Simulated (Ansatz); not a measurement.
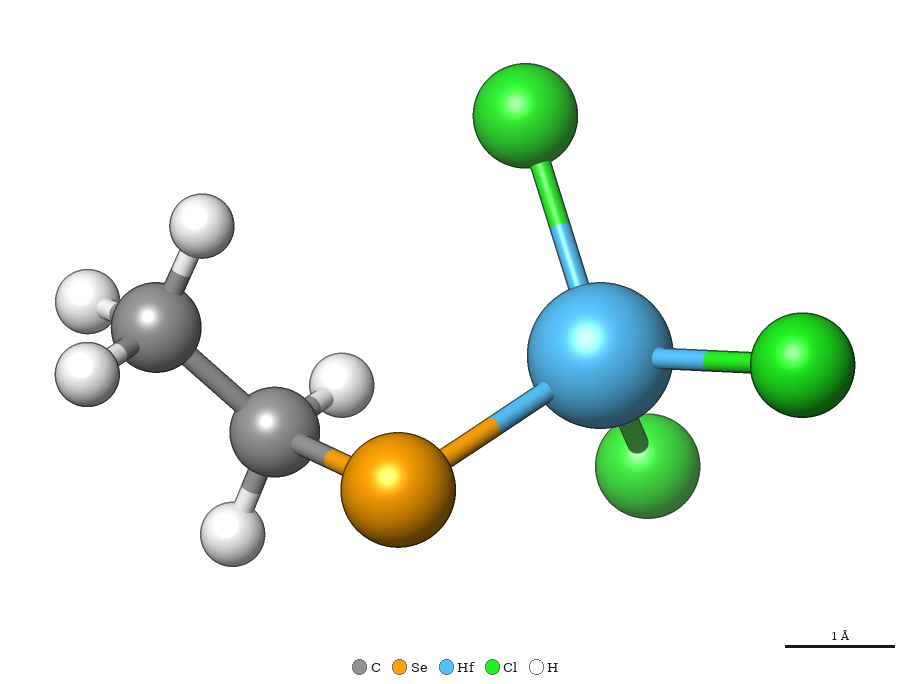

Charge 0, singlet. The geometry was computed by an optimisation with PBE0-D4/def2-TZVP.

Count the atoms of each element.

C₂H₅Cl₃HfSe, 12 atoms: 2 carbon, 5 hydrogen, 3 chlorine, 1 hafnium and 1 selenium.

Give the symmetry (Schoenflies symbol).

C1.

How many bonds of each kind are drawn?

5 C–H, 3 Cl–Hf, 1 C–C, 1 C–Se, 1 Hf–Se.

More results for the same structure follow; atom numbers are the same in all pictures, views and colours differ.

## Dipole moment

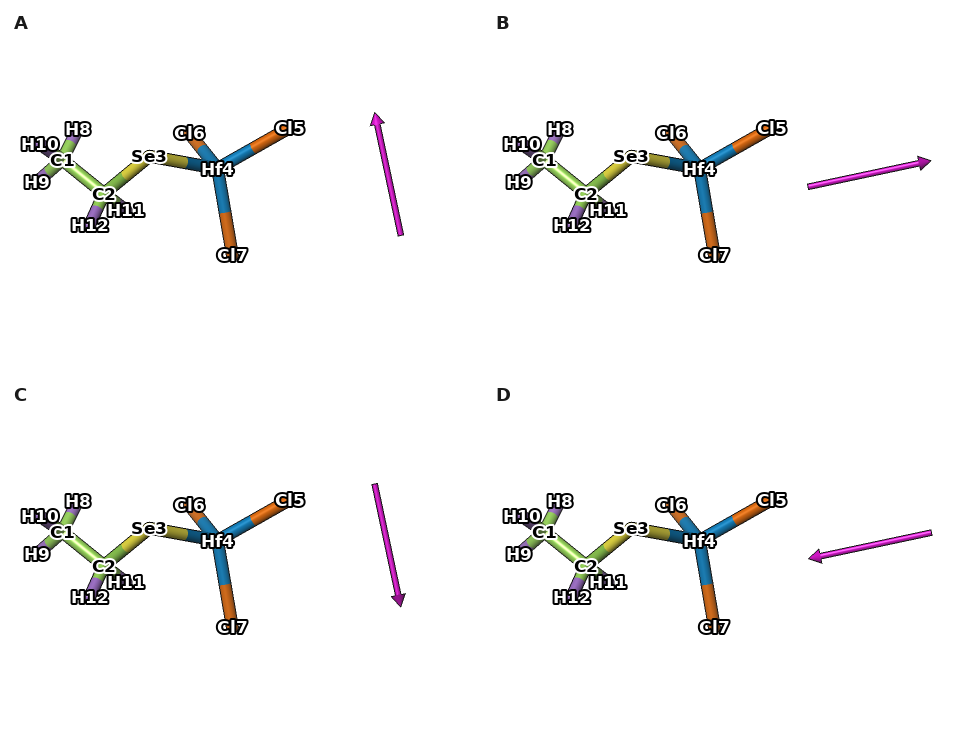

The same molecule four times, each with an arrow. Properties computed with RKS B3LYP-D4/def2-TZVPP, core potentials on Hf (Ansatz 0.2.0).

Which arrow points along the dipole moment, from the negative to the positive end?

D. The dipole moment is 2.14 D; it points from the side of Cl5 to the side of H9 (the outermost atoms at the two ends).

## Vibrations

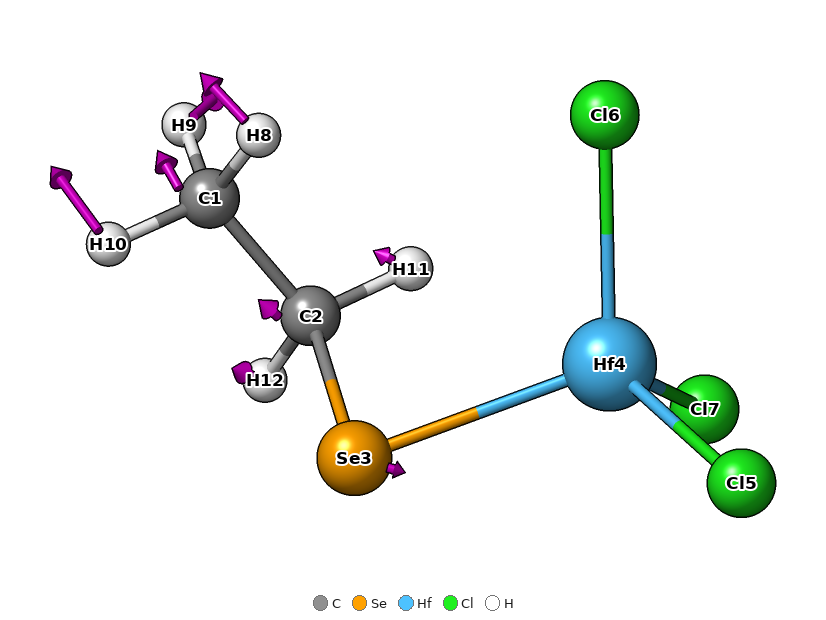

The arrows show one normal mode. Harmonic vibrations computed with RKS PBE0-D4/def2-TZVP, core potentials on Hf (Ansatz 0.2.0) at a stationary point of the same level.

Estimate its harmonic wavenumber.

284 cm⁻¹; it is mode 11 of 30 counted from the lowest.

## Electronic properties

Method: RKS PBE0-D4/def2-QZVPP, core potentials on Hf (Ansatz 0.2.0).

Give the HOMO energy (Kohn–Sham orbital) at this level.

−7.34 eV.

What is the HOMO–LUMO gap?

5.24 eV.

What is the dispersion correction?

−37.0 kJ/mol.

## Charges

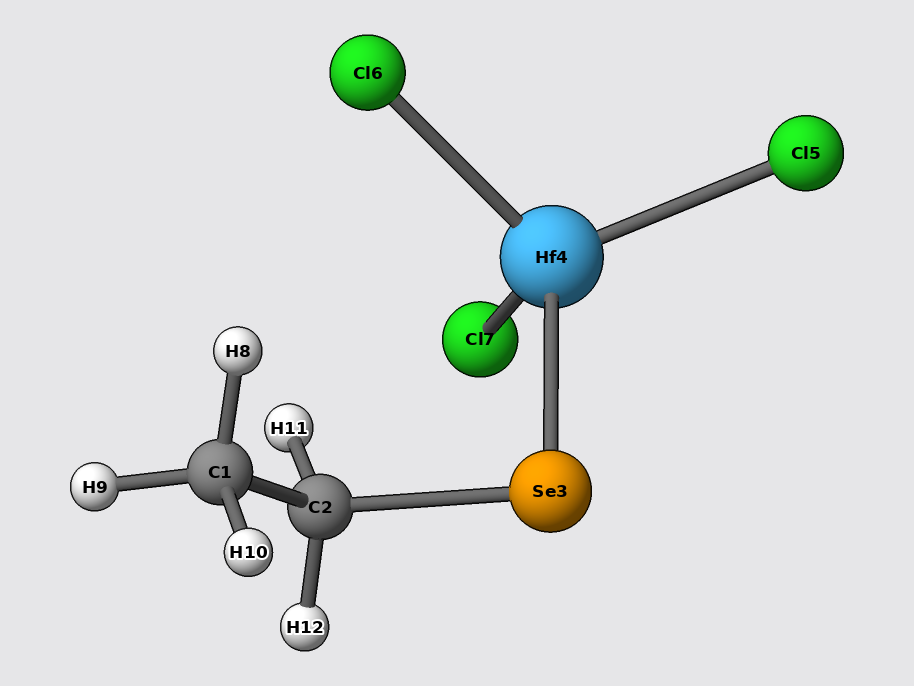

The questions are on Mulliken charges. Level of theory: RKS PBE0-D4/def2-TZVP, core potentials on Hf (Ansatz 0.2.0).

Which atom carries the highest charge (most positive or least negative)?

Hf4 (1.05 e).

And the lowest?

C1 (−0.35 e).

Give the Mulliken charges atom by atom.

| atom | value (e) |
| --- | --- |
| C1 | −0.35 |
| C2 | −0.23 |
| Se3 | −0.23 |
| Hf4 | 1.05 |
| Cl5 | −0.30 |
| Cl6 | −0.33 |
| Cl7 | −0.33 |
| H8 | 0.14 |
| H9 | 0.13 |
| H10 | 0.14 |
| H11 | 0.14 |
| H12 | 0.16 |

Mulliken values depend strongly on the basis set and can even reverse the polarity of a bond.
